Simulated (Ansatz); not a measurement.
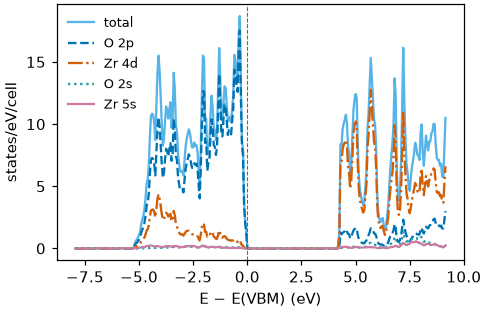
Figure: Total and projected density of states of ZrO$_{2}$ in space group Pnma (No. 62; Zr on 4c, O on 4c, O on 4c), LDA (plane waves, PAW; program Ansatz)

Which orbitals carry the states next to the gap?

Top 1 eV of the valence band: O 2p 92 %. Bottom 1 eV of the conduction band: Zr 4d 82 %, O 2p 14 %. Projections are on Löwdin-orthogonalised atomic valence shells; empty p or d shells of many metals are not among them.

Where is the tallest occupied peak in this window, and what makes it?

Near -0.4 eV, about 19 states/eV per cell; the largest projected share is O 2p.

The workflow started from a Materials Project entry (that database holds measured and hypothetical structures alike); the Crystallography Open Database copy checked does not list it. It is not the phase usual at ambient conditions (space group No. 14). The cell was relaxed with LDA under the symmetry of its start; its stability against distortions is not shown here. No spin polarisation was allowed. Spin–orbit coupling is left out wherever it is not named.

Potentials: the later of the program's two PAW sets.
